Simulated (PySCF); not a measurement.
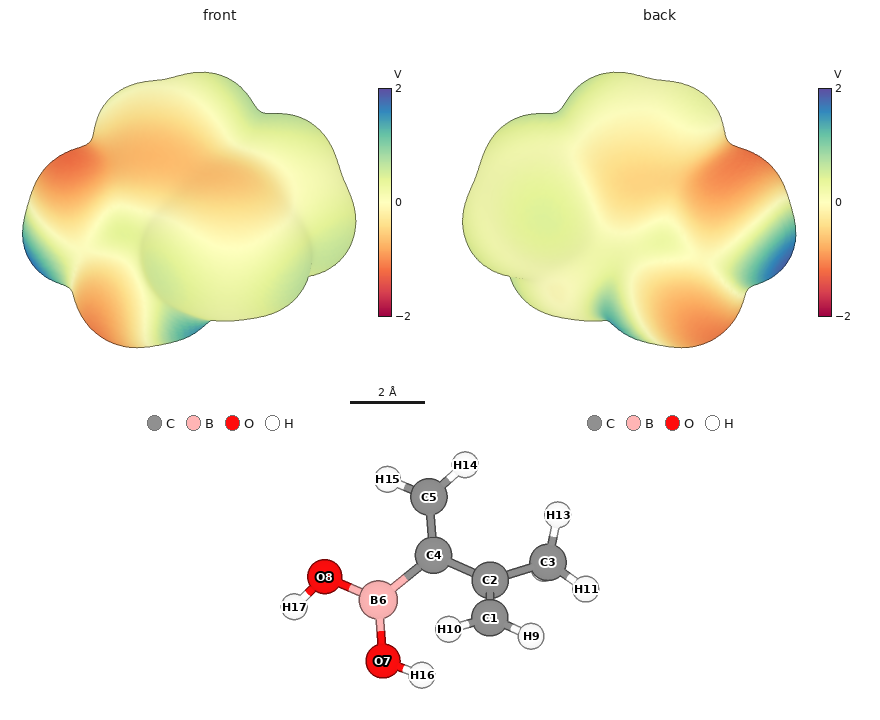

Figure. C5H9BO2 (SMILES C=C(C)C(=C)B(O)O). The molecular electrostatic potential painted on the density surface at 0.001 e/bohr³, seen from the front and from behind; the colour scale runs from red (negative) to blue (positive). The bare structure is drawn below in the same view.

Geometry: GFN2-xTB.

Computed with PBE0/pcSseg-1, SCF density, gas phase, non-relativistic in PySCF 2.14.0.

Input file:

```
{"job": {"kind": "nmr", "xc": "PBE0", "basis": "pcSseg-1"}, "charge": 0, "multiplicity": 1}
C     -0.927434    -1.589177    -0.403027
C      0.138003    -0.793074    -0.421554
C      1.248170    -0.989558    -1.411579
C      0.269777     0.340505     0.518433
C      1.418414     0.581709     1.151442
B     -0.981065     1.298731     0.726485
O     -2.110194     1.216948    -0.028640
O     -0.911800     2.262533     1.669145
H     -1.029200    -2.414458    -1.088557
H     -1.707945    -1.480123     0.331600
H      0.974248    -1.730856    -2.158396
H      1.484481    -0.048988    -1.906335
H      2.148228    -1.330588    -0.902703
H      2.292580    -0.041273     1.042809
H      1.499617     1.412947     1.830026
H     -2.114185     0.509607    -0.675227
H     -1.698694     2.807142     1.716169
```

Command:

```sh
OMP_NUM_THREADS=1 python probes_run.py task.json out
```

Question: Describe the electrostatic potential map.

Answer: The most negative region (about −1.2 V, or −28 kcal/mol for a unit charge) lies over O8, the most positive (about +1.7 V, or +39 kcal/mol for a unit charge) over H17. O8 is the likeliest acceptor of a hydrogen bond.

Question: How polar is the molecule by this calculation?

Answer: Its dipole moment is 1.17 D.
